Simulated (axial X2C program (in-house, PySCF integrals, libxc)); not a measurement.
# ZrF: from the state search to constants

Aim: find the lowest determinant of ZrF, scan the bond at several levels and fit the constants, once spin-free and once with spin–orbit coupling.

Program: an in-house X2C program for linear molecules on PySCF integrals. Level of theory: all-electron X2C, Zr dyall-cv3z, F dyall-av3z. These are calculated values, not measurements.

## 1. Set-up

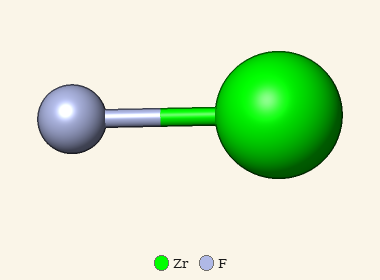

The two atoms at 2.180 Å (zirconium green, fluorine light blue).

task.json reads:

```json
{"zs": [40, 9], "q": 0, "bas": ["dyall-cv3z", "dyall-av3z"], "levels": ["PBE0", "HF", "TPSSh"], "cc": true, "r0": 2.18, "thr": -2.0, "nmax": 110, "npts": 10, "nst": 2, "ntry": 8}
```

Keys: zs atomic numbers; q charge; bas basis sets; levels methods (HF also brings MP2); cc coupled cluster on or off; r0 starting distance in Å; thr threshold in hartree for freezing inner shells (an s shell follows its p shell); nmax most natural virtual spinors; npts points asked for on the curve; nst determinants followed; ntry starts of the search.

Launch:

```
python so2c.py task.json out
```

Spin-free means the one-electron spin-free X2C Hamiltonian; two-component (2c) means X2C with spin–orbit coupling and atomic mean-field two-electron Coulomb and Gaunt terms. Basis: Zr dyall-cv3z contracted to [11s12p9d6f3g], F dyall-av3z contracted to [7s6p3d2f]; Gaussian nuclei, density fitting. Masses: Zr 89.905 u, F 18.998 u.

Notation: σ, π±, δ± give the projection m of an orbital's angular momentum (0, ±1, ±2), α and β its spin, Λ and M_S the sums; ω is the projection of a spinor's total angular momentum and Ω the sum. Logs are in hartree.

The results follow Hamiltonian by Hamiltonian and level by level.

## 2. Search for the lowest determinant

PBE0 moves the distance from 2.180 Å to 1.885 Å and compares determinants there.

Spin-free determinants:

| ΔE (eV) | state | open shells |
| --- | --- | --- |
| 0.00 | M_S = 3/2, Λ = 0 | beyond closed shells: σα, δ+α, δ-α |
| 0.31 | M_S = 1/2, Λ = 2 | beyond closed shells: δ+α |
| 0.46 | M_S = 3/2, Λ = 3 | beyond closed shells: σα, π+α, δ+α |
| 0.56 | M_S = 3/2, Λ = 1 | beyond closed shells: σα, π-α, δ+α |
| 0.82 | M_S = 1/2, Λ = 0 | beyond closed shells: σβ, δ+α, δ-α |
| 1.15 | M_S = 3/2, Λ = 2 | beyond closed shells: 2 × σα, δ+α |
| 1.20 | M_S = 1/2, Λ = 1 | beyond closed shells: σα, π-β, δ+α |

Two-component determinants:

```tsv
ΔE (eV)	state	open shells
0.00	Ω = 3/2	excess of +ω over −ω: ω = 1/2, ω = -3/2, ω = 5/2
0.26	Ω = 3/2	excess of +ω over −ω: ω = 3/2
0.36	Ω = 5/2	excess of +ω over −ω: ω = 5/2
0.53	Ω = 9/2	excess of +ω over −ω: ω = 1/2, ω = 3/2, ω = 5/2
0.55	Ω = 1/2	excess of +ω over −ω: ω = 1/2
0.82	Ω = 1/2	excess of +ω over −ω: ω = -1/2, ω = -3/2, ω = 5/2
1.13	Ω = 1/2	excess of +ω over −ω: 2 × ω = -1/2, ω = 3/2
```

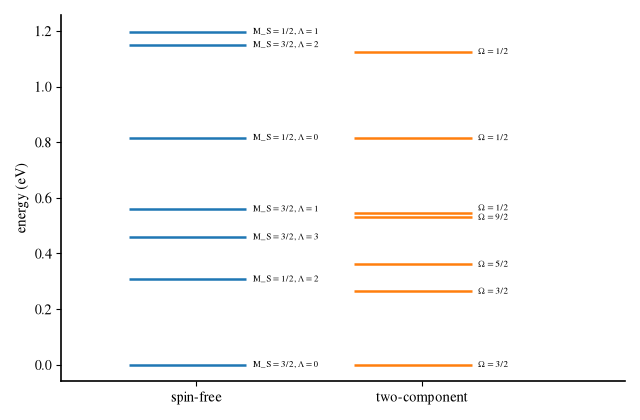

The determinants found, each set from its own lowest.

## 3. PBE0, spin-free

State followed: M_S = 3/2, Λ = 0 (beyond closed shells: σα, δ+α, δ-α). The scan is laid around 1.885 Å, a first estimate of the minimum, and this SCF restarts from the orbitals of the search.

Output at 1.885 Å:

```text
spin-free X2C-1e  PBE0
basis functions 215  fitting functions 1009  grid points 5077
iter        total energy     max residual
   1      -3697.969748764     4.79e-06
   2      -3697.969748767     6.53e-06
   3      -3697.969748768     2.54e-06
converged
one-electron -5310.11320513  Coulomb 1636.36377237  exact exchange -30.79645697  xc functional -94.48688075  nuclear repulsion 101.06302171
```

Along the bond, energies from the lowest point:

```
R (Å)  E (eV)  μ (D)  HOMO (eV)  LUMO (eV)  iterations
1.640  1.0678  -1.56      -3.86      -1.47          13
1.715  0.4350  -2.05      -4.02      -1.54          13
1.772  0.1672  -2.41      -4.14      -1.60          13
1.828  0.0325  -2.76      -4.25      -1.66          13
1.885  0.0000  -3.11      -4.37      -1.72           3
1.951  0.0588  -3.52      -4.50      -1.81          13
2.017  0.1927  -3.93      -4.62      -1.94          13
2.102  0.4387  -4.45      -4.78      -2.11          13
2.205  0.8055  -5.08      -4.96      -2.30          13
2.356  1.3926  -6.01      -5.20      -2.56          14
```

Dipoles are positive if F is the positive end.

Outer orbitals at the reference distance:

| symmetry | occupied | ε (eV) | atomic character |
| --- | --- | --- | --- |
| σα | yes | -35.37 | 74% Zr p, 18% F s, 3% F p |
| σβ | yes | -35.00 | 70% Zr p, 22% F s, 3% F p |
| π-α | yes | -34.14 | 99% Zr p |
| π+α | yes | -34.14 | 99% Zr p |
| π+β | yes | -32.17 | 99% Zr p |
| π-β | yes | -32.17 | 99% Zr p |
| σα | yes | -30.38 | 63% F s, 23% Zr p, 6% Zr d |
| σβ | yes | -30.31 | 59% F s, 27% Zr p, 5% Zr d |
| σβ | yes | -11.83 | 85% F p, 9% Zr d, 2% Zr p |
| σα | yes | -11.83 | 84% F p, 10% Zr d, 2% Zr p |
| π+β | yes | -11.43 | 87% F p, 6% Zr d, 3% Zr f |
| π-β | yes | -11.43 | 87% F p, 6% Zr d, 3% Zr f |
| π-α | yes | -11.38 | 86% F p, 8% Zr d, 3% Zr f |
| π+α | yes | -11.38 | 86% F p, 8% Zr d, 3% Zr f |
| σα | yes | -5.00 | 70% Zr s, 12% Zr d, 7% F p |
| δ-α | yes | -4.37 | 99% Zr d |
| δ+α | yes | -4.37 | 99% Zr d |
| σβ | no | -1.72 | 77% Zr s, 13% Zr p, 4% F s |
| π+α | no | -1.67 | 56% Zr d, 39% Zr p, 3% F p |
| π-α | no | -1.67 | 56% Zr d, 39% Zr p, 3% F p |
| σα | no | -1.41 | 46% Zr p, 43% Zr d, 4% F p |

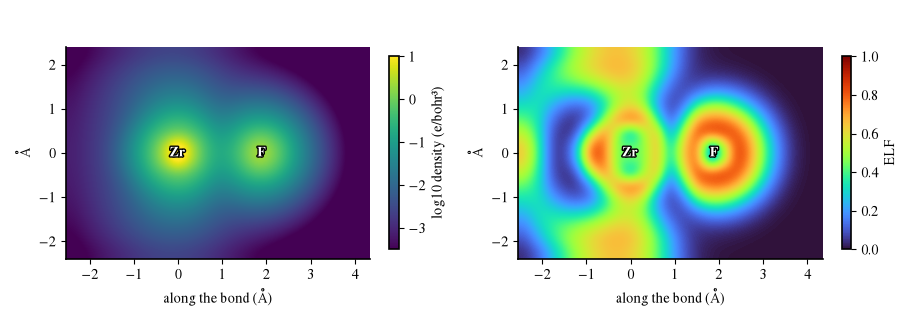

PBE0 fields in a plane through the axis, from a grid of 0.3 Å; Zr lies at z = 0 and F at z = 1.885 Å; the ELF is damped to zero where the density is low.

Re = 1.878 Å, ωe = 658 cm⁻¹, ωexe = 2.83 cm⁻¹, Be = 0.3048 cm⁻¹, De = 6.57 eV, μ = -3.07 D.

## 4. HF, spin-free

The SCF at the reference distance of 1.885 Å:

```text
spin-free X2C-1e  HF
basis functions 215  fitting functions 1009  grid points 5077
iter        total energy     max residual
   1      -3695.872238934     2.99e-01
   2      -3695.898663059     8.05e-03
   3      -3695.899949272     5.36e-03
   4      -3695.900513813     1.38e-03
   5      -3695.900672723     1.17e-03
   6      -3695.900770909     9.16e-04
   7      -3695.900833782     5.32e-04
   8      -3695.900861811     2.09e-04
   9      -3695.900866876     3.42e-05
  10      -3695.900866984     6.77e-06
  11      -3695.900866987     3.18e-06
  12      -3695.900866988     1.19e-06
converged
one-electron -5309.17405846  Coulomb 1635.49796514  exact exchange -123.28779538  xc functional 0.00000000  nuclear repulsion 101.06302171
```

Re = 1.913 Å, ωe = 633 cm⁻¹, ωexe = 2.62 cm⁻¹, Be = 0.2936 cm⁻¹, De = 4.71 eV, μ = -3.24 D.

## 5. TPSSh, spin-free

The SCF at the reference distance of 1.885 Å:

```text
spin-free X2C-1e  TPSSh
basis functions 215  fitting functions 1009  grid points 5077
iter        total energy     max residual
   1      -3698.238793327     3.26e-02
   2      -3698.239833503     5.22e-03
   3      -3698.239599887     4.80e-03
   4      -3698.239872373     2.80e-03
   5      -3698.239996765     2.99e-04
   6      -3698.239999086     1.17e-04
   7      -3698.239999528     2.50e-05
   8      -3698.239999678     7.85e-06
   9      -3698.239999682     3.93e-06
  10      -3698.239999682     2.39e-07
converged
one-electron -5309.81633128  Coulomb 1636.04903657  exact exchange -12.31610414  xc functional -113.21962255  nuclear repulsion 101.06302171
```

Re = 1.883 Å, ωe = 656 cm⁻¹, ωexe = 2.86 cm⁻¹, Be = 0.303 cm⁻¹, De = 6.61 eV, μ = -3.11 D.

## 6. Correlated methods, spin-free

Correlated methods: 19 electrons correlated (frozen shells, counted by type: Zr 3 s, 2 p, 1 d; F 1 s), 307 virtual spinors in MP2, 109 natural virtuals in coupled cluster.

Output of the correlated part at 1.885 Å:

```text
correlated 19  virtual 307  natural virtual 109  E(MP2) -0.588793941  MP2 remainder -0.032870695
iter   CCSD correlation   residual
   1     -0.550275072   1.32e-01
   2     -0.560515532   6.67e-02
   3     -0.564248179   2.39e-02
   4     -0.564369294   1.19e-02
   5     -0.564285043   6.54e-03
   6     -0.564325137   3.12e-03
   7     -0.564330645   1.42e-03
   8     -0.564329028   4.88e-04
   9     -0.564332264   2.11e-04
  10     -0.564327812   1.08e-04
  11     -0.564327792   5.40e-05
  12     -0.564327313   2.38e-05
  13     -0.564327158   9.30e-06
  14     -0.564327233   4.39e-06
  15     -0.564327179   2.61e-06
  16     -0.564327171   1.60e-06
(T) -0.018553998  T1 0.0225  D1 0.0569  max T2 0.068
```

T1 in the output is the amplitude norm over the root of the electron number; divide by √2 for the Lee–Taylor value.

MP2: Re = 1.889 Å, ωe = 648 cm⁻¹, Be = 0.3011 cm⁻¹, De = 6.62 eV.

CCSD: Re = 1.897 Å, ωe = 644 cm⁻¹, ωexe = 2.66 cm⁻¹, Be = 0.2986 cm⁻¹, De = 6.05 eV. T1 at Re = 0.016 (Lee–Taylor, the printed value over √2).

CCSD(T): Re = 1.895 Å, ωe = 646 cm⁻¹, ωexe = 2.69 cm⁻¹, Be = 0.2992 cm⁻¹, De = 6.07 eV. T1 at Re = 0.016 (Lee–Taylor, the printed value over √2).

## 7. A higher determinant, spin-free

State: M_S = 1/2, Λ = 2 (beyond closed shells: δ+α).

Output at the reference distance:

```text
spin-free X2C-1e  PBE0
basis functions 215  fitting functions 1009  grid points 5077
iter        total energy     max residual
   1      -3697.958451730     9.89e-06
   2      -3697.958451737     1.21e-05
   3      -3697.958451741     6.17e-06
   4      -3697.958451744     4.32e-06
   5      -3697.958451747     2.77e-06
   6      -3697.958451749     1.84e-06
   7      -3697.958451749     6.46e-07
converged
one-electron -5306.46919781  Coulomb 1632.56940209  exact exchange -30.75567472  xc functional -94.36600303  nuclear repulsion 101.06302171
```

```csv
R (Å),E above the lowest PBE0 point (eV)
1.640,1.162
1.715,0.597
1.772,0.380
1.828,0.294
1.885,0.307
1.951,0.415
2.017,0.592
2.102,0.884
2.205,1.292
```

Re = 1.847 Å, ωe = 698 cm⁻¹, ωexe = 3.26 cm⁻¹, Be = 0.315 cm⁻¹, μ = -1.34 D. ⟨S²⟩ = 0.83 against 0.75 for a pure state, so this determinant mixes spins. Te = 0.29 eV. As a difference of two determinants it need not be a gap between pure terms.

## 8. The spin-free curves together

Energy (eV) of the followed determinant, spin-free, from each level's lowest point:

```csv
R (Å),PBE0,HF,MP2,CCSD,CCSD(T),TPSSh
1.640,1.068,1.358,1.156,n/a,n/a,1.120
1.715,0.435,0.620,0.492,0.536,0.527,0.467
1.772,0.167,0.282,0.203,0.230,0.224,0.187
1.828,0.033,0.086,0.049,0.062,0.059,0.041
1.885,0.000,0.000,0.000,0.000,0.000,0.000
1.951,0.059,0.006,0.041,0.030,0.033,0.051
2.017,0.193,0.096,0.161,0.140,0.146,0.178
2.102,0.439,0.297,0.391,0.362,0.371,0.418
2.205,0.806,0.623,0.743,n/a,n/a,0.778
2.356,1.393,1.175,1.317,n/a,n/a,1.356
```

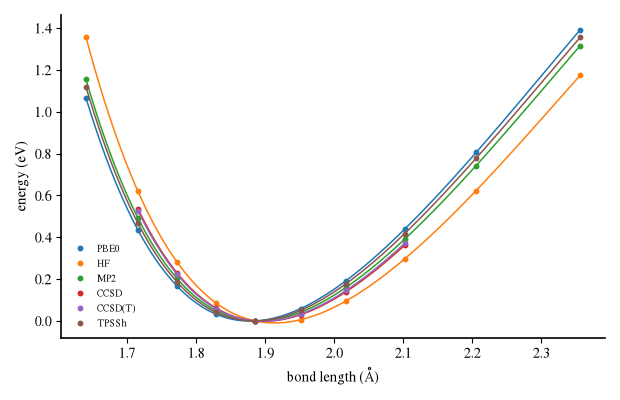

Curves of the followed state, spin-free, each from its own lowest point.

## 9. PBE0, 2c

State followed: Ω = 3/2 (excess of +ω over −ω: ω = 1/2, ω = -3/2, ω = 5/2). The scan is laid around 1.885 Å, a first estimate of the minimum, and this SCF restarts from the orbitals of the search.

The SCF at the reference distance of 1.885 Å:

```text
two-component X2C + atomic mean field  PBE0
basis functions 215  fitting functions 1009  grid points 5077
iter        total energy     max residual
   1      -3696.579604501     1.50e-05
   2      -3696.579604508     9.12e-06
   3      -3696.579604510     7.58e-06
   4      -3696.579604511     5.61e-06
converged
one-electron -5306.43604092  Coulomb 1635.62642364  exact exchange -30.78286914  xc functional -94.44568801  nuclear repulsion 101.06302171  atomic mean-field constant -1.60445180
```

Along the bond, energies from the lowest point:

```
R (Å)  E (eV)  μ (D)  HOMO (eV)  LUMO (eV)  iterations
1.640  1.0669  -1.56      -3.82      -1.47          13
1.715  0.4345  -2.05      -3.98      -1.54          13
1.772  0.1669  -2.40      -4.09      -1.60          13
1.828  0.0324  -2.76      -4.21      -1.66          13
1.885  0.0000  -3.11      -4.32      -1.73           4
1.951  0.0589  -3.52      -4.45      -1.84          13
2.017  0.1929  -3.93      -4.58      -1.97          13
2.102  0.4389  -4.45      -4.73      -2.14          13
2.205  0.8057  -5.09      -4.91      -2.33          13
2.356  1.3927  -6.01      -5.15      -2.59          14
```

Dipoles are positive if F is the positive end.

Outer spinors at the reference distance:

```csv
ω,occupied,ε (eV),atomic character,λ mixture
-1/2,yes,-34.18,"82% Zr p, 14% F s","58% π, 42% σ"
3/2,yes,-33.54,99% Zr p,100% π
1/2,yes,-32.64,"92% Zr p, 6% F s","91% π, 9% σ"
-3/2,yes,-31.56,99% Zr p,100% π
1/2,yes,-30.30,"59% F s, 28% Zr p, 5% Zr d","97% σ, 3% π"
-1/2,yes,-30.26,"57% F s, 30% Zr p, 5% Zr d","99% σ, 1% π"
-1/2,yes,-11.83,"85% F p, 9% Zr d, 2% Zr p",100% σ
1/2,yes,-11.83,"84% F p, 10% Zr d, 2% Zr p",100% σ
1/2,yes,-11.45,"87% F p, 6% Zr d, 3% Zr f",100% π
-3/2,yes,-11.41,"87% F p, 6% Zr d, 3% Zr f",100% π
-1/2,yes,-11.40,"86% F p, 8% Zr d, 3% Zr f",100% π
3/2,yes,-11.36,"86% F p, 8% Zr d, 3% Zr f",100% π
1/2,yes,-4.99,"70% Zr s, 12% Zr d, 7% F p",100% σ
-3/2,yes,-4.42,99% Zr d,100% δ
5/2,yes,-4.32,99% Zr d,100% δ
-1/2,no,-1.73,"64% Zr s, 18% Zr p, 9% Zr d","84% σ, 16% π"
-1/2,no,-1.69,"48% Zr d, 34% Zr p, 12% Zr s","84% π, 16% σ"
3/2,no,-1.64,"56% Zr d, 39% Zr p, 3% F p",100% π
1/2,no,-1.41,"46% Zr p, 43% Zr d, 5% F p",100% σ
```

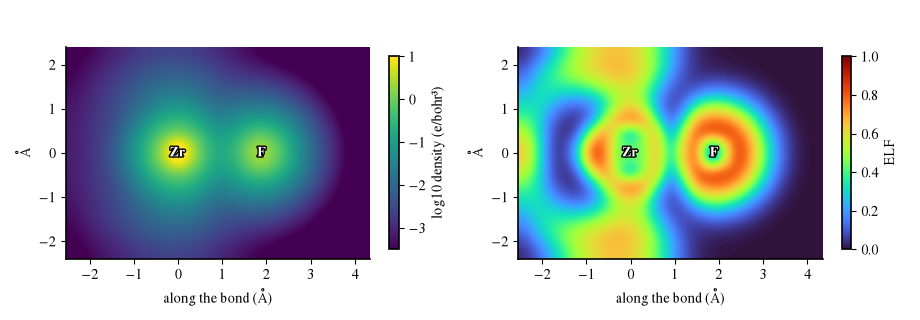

PBE0 fields in a plane through the axis, from a grid of 0.3 Å; Zr lies at z = 0 and F at z = 1.885 Å; the ELF is damped to zero where the density is low.

Re = 1.878 Å, ωe = 658 cm⁻¹, ωexe = 2.83 cm⁻¹, Be = 0.3048 cm⁻¹, De = 6.56 eV, μ = -3.07 D.

## 10. HF, 2c

The SCF at the reference distance of 1.885 Å:

```text
two-component X2C + atomic mean field  HF
basis functions 215  fitting functions 1009  grid points 5077
iter        total energy     max residual
   1      -3694.482523912     2.99e-01
   2      -3694.508953494     8.14e-03
   3      -3694.510241036     5.36e-03
   4      -3694.510806796     1.39e-03
   5      -3694.510965442     1.17e-03
   6      -3694.511063260     9.15e-04
   7      -3694.511126023     5.32e-04
   8      -3694.511154158     2.10e-04
   9      -3694.511159279     3.43e-05
  10      -3694.511159393     6.77e-06
  11      -3694.511159398     4.04e-06
  12      -3694.511159399     3.03e-06
  13      -3694.511159399     2.31e-06
converged
one-electron -5305.49630885  Coulomb 1634.76005785  exact exchange -123.23347832  xc functional 0.00000000  nuclear repulsion 101.06302171  atomic mean-field constant -1.60445180
```

Re = 1.913 Å, ωe = 633 cm⁻¹, ωexe = 2.62 cm⁻¹, Be = 0.2936 cm⁻¹, De = 4.72 eV, μ = -3.24 D.

## 11. TPSSh, 2c

The SCF at the reference distance of 1.885 Å:

```text
two-component X2C + atomic mean field  TPSSh
basis functions 215  fitting functions 1009  grid points 5077
iter        total energy     max residual
   1      -3696.848099547     3.26e-02
   2      -3696.849143359     5.23e-03
   3      -3696.848908283     4.82e-03
   4      -3696.849182317     2.80e-03
   5      -3696.849307085     3.00e-04
   6      -3696.849309424     1.18e-04
   7      -3696.849309872     2.52e-05
   8      -3696.849310024     7.87e-06
   9      -3696.849310028     3.94e-06
  10      -3696.849310028     2.38e-07
converged
one-electron -5306.13977141  Coulomb 1635.31233381  exact exchange -12.31067308  xc functional -113.16976927  nuclear repulsion 101.06302171  atomic mean-field constant -1.60445180
```

Re = 1.883 Å, ωe = 656 cm⁻¹, ωexe = 2.86 cm⁻¹, Be = 0.303 cm⁻¹, De = 6.61 eV, μ = -3.11 D.

## 12. Correlated methods, 2c

Correlated methods: 19 electrons correlated (frozen shells, counted by type: Zr 3 s, 2 p, 1 d; F 1 s), 307 virtual spinors in MP2, 110 natural virtuals in coupled cluster.

Output of the correlated part at 1.885 Å:

```text
correlated 19  virtual 307  natural virtual 110  E(MP2) -0.588868179  MP2 remainder -0.032134316
iter   CCSD correlation   residual
   1     -0.551028234   1.33e-01
   2     -0.561291387   6.71e-02
   3     -0.565041545   2.40e-02
   4     -0.565161682   1.19e-02
   5     -0.565076338   6.54e-03
   6     -0.565117475   3.14e-03
   7     -0.565122444   1.43e-03
   8     -0.565120865   4.93e-04
   9     -0.565124456   2.15e-04
  10     -0.565119880   1.10e-04
  11     -0.565119881   5.56e-05
  12     -0.565119409   2.51e-05
  13     -0.565119238   1.04e-05
  14     -0.565119325   5.39e-06
  15     -0.565119263   3.44e-06
  16     -0.565119256   2.19e-06
(T) -0.018625944  T1 0.0226  D1 0.0571  max T2 0.066
```

MP2: Re = 1.889 Å, ωe = 648 cm⁻¹, Be = 0.3011 cm⁻¹, De = 6.59 eV.

CCSD: Re = 1.897 Å, ωe = 644 cm⁻¹, ωexe = 2.66 cm⁻¹, Be = 0.2986 cm⁻¹, De = 6.02 eV. T1 at Re = 0.016 (Lee–Taylor, the printed value over √2).

CCSD(T): Re = 1.895 Å, ωe = 646 cm⁻¹, ωexe = 2.69 cm⁻¹, Be = 0.2992 cm⁻¹, De = 6.04 eV. T1 at Re = 0.016 (Lee–Taylor, the printed value over √2).

## 13. A higher determinant, 2c

State: Ω = 3/2 (excess of +ω over −ω: ω = 3/2).

Output at the reference distance:

```text
two-component X2C + atomic mean field  PBE0
basis functions 215  fitting functions 1009  grid points 5077
iter        total energy     max residual
   1      -3696.569918458     2.00e-05
   2      -3696.569918502     1.56e-05
   3      -3696.569918540     1.11e-05
   4      -3696.569918579     3.23e-06
   5      -3696.569918584     2.00e-06
   6      -3696.569918585     1.33e-06
converged
one-electron -5302.82794922  Coulomb 1631.86737304  exact exchange -30.74228308  xc functional -94.32562924  nuclear repulsion 101.06302171  atomic mean-field constant -1.60445180
```

```
R (Å)  E above the lowest PBE0 point (eV)
1.640                               1.121
1.715                               0.555
1.772                               0.337
1.828                               0.251
1.885                               0.264
1.951                               0.381
2.017                               0.457
2.102                               0.638
2.205                               0.939
```

No constants are quoted: the points don't follow one smooth fit.

## 14. The 2c curves together

Energy (eV) of the followed determinant, 2c, from each level's lowest point:

```csv
R (Å),PBE0,HF,MP2,CCSD,CCSD(T),TPSSh
1.640,1.067,1.358,1.156,n/a,n/a,1.120
1.715,0.434,0.620,0.492,0.536,0.527,0.467
1.772,0.167,0.282,0.203,0.230,0.224,0.186
1.828,0.032,0.086,0.049,0.062,0.059,0.041
1.885,0.000,0.000,0.000,0.000,0.000,0.000
1.951,0.059,0.006,0.041,0.030,0.033,0.051
2.017,0.193,0.095,0.160,0.140,0.146,0.178
2.102,0.439,0.296,0.391,0.362,0.370,0.418
2.205,0.806,0.623,0.743,n/a,n/a,0.778
2.356,1.393,1.174,1.316,n/a,n/a,1.356
```

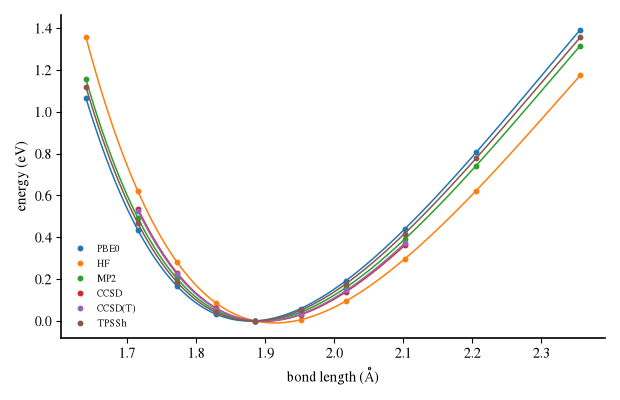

Curves of the followed state, 2c, each from its own lowest point.

Time for the job: 14 min (1 thread of Arm Neoverse V2, shared host); peak memory 1.8 GiB.

## 15. Results

Lowest determinant that the search found at its distance, spin-free: M_S = 3/2, Λ = 0 (beyond closed shells: σα, δ+α, δ-α).

Lowest determinant that the search found at its distance, 2c: Ω = 3/2 (excess of +ω over −ω: ω = 1/2, ω = -3/2, ω = 5/2).

```json
{"Hamiltonian": "spin-free", "level": "PBE0", "Re (Å)": "1.878", "ωe (cm⁻¹)": "658", "De (eV)": "6.57", "μ (D)": "-3.07"}
{"Hamiltonian": "spin-free", "level": "HF", "Re (Å)": "1.913", "ωe (cm⁻¹)": "633", "De (eV)": "4.71", "μ (D)": "-3.24"}
{"Hamiltonian": "spin-free", "level": "MP2", "Re (Å)": "1.889", "ωe (cm⁻¹)": "648", "De (eV)": "6.62", "μ (D)": "n/a"}
{"Hamiltonian": "spin-free", "level": "CCSD", "Re (Å)": "1.897", "ωe (cm⁻¹)": "644", "De (eV)": "6.05", "μ (D)": "n/a"}
{"Hamiltonian": "spin-free", "level": "CCSD(T)", "Re (Å)": "1.895", "ωe (cm⁻¹)": "646", "De (eV)": "6.07", "μ (D)": "n/a"}
{"Hamiltonian": "spin-free", "level": "TPSSh", "Re (Å)": "1.883", "ωe (cm⁻¹)": "656", "De (eV)": "6.61", "μ (D)": "-3.11"}
{"Hamiltonian": "2c", "level": "PBE0", "Re (Å)": "1.878", "ωe (cm⁻¹)": "658", "De (eV)": "6.56", "μ (D)": "-3.07"}
{"Hamiltonian": "2c", "level": "HF", "Re (Å)": "1.913", "ωe (cm⁻¹)": "633", "De (eV)": "4.72", "μ (D)": "-3.24"}
{"Hamiltonian": "2c", "level": "MP2", "Re (Å)": "1.889", "ωe (cm⁻¹)": "648", "De (eV)": "6.59", "μ (D)": "n/a"}
{"Hamiltonian": "2c", "level": "CCSD", "Re (Å)": "1.897", "ωe (cm⁻¹)": "644", "De (eV)": "6.02", "μ (D)": "n/a"}
{"Hamiltonian": "2c", "level": "CCSD(T)", "Re (Å)": "1.895", "ωe (cm⁻¹)": "646", "De (eV)": "6.04", "μ (D)": "n/a"}
{"Hamiltonian": "2c", "level": "TPSSh", "Re (Å)": "1.883", "ωe (cm⁻¹)": "656", "De (eV)": "6.61", "μ (D)": "-3.11"}
```

Dipoles are positive if F is the positive end.

Time per point (s) on 1 thread of Arm Neoverse V2, shared host (2c runs; CCSD comes with the CCSD(T) run); the times are rough: PBE0 0.81, HF 0.67, MP2 1.7, CCSD(T) 39, TPSSh 1.4.

What this shows: At CCSD(T), going from spin-free to two-component changes Re by 0 mÅ, ωe by 0.0 %; the spin-free picture holds up (part of it comes from the scalar share of the two-electron terms). De moves by -0.03 eV; both De rest on single-determinant atoms, which can miss part of an open shell's spin–orbit lowering.

De refers to Zr + F, each in the lowest determinant found, which need not be this curve's own limit. Each curve is one determinant whose occupation by symmetry is held fixed; it was picked as the lowest of a PBE0 search that is not exhaustive. Dissociation energies refer to the lowest single-determinant-based atoms at the same level and basis. Density functionals use the spin component along the axis (collinear). Coupled cluster ran in a truncated set of natural virtual spinors; the MP2 energy of the rest was added. The meta-GGAs lack a current-density term, which matters for open shells with orbital currents, atoms included. With several unpaired electrons one determinant need not be a pure state.
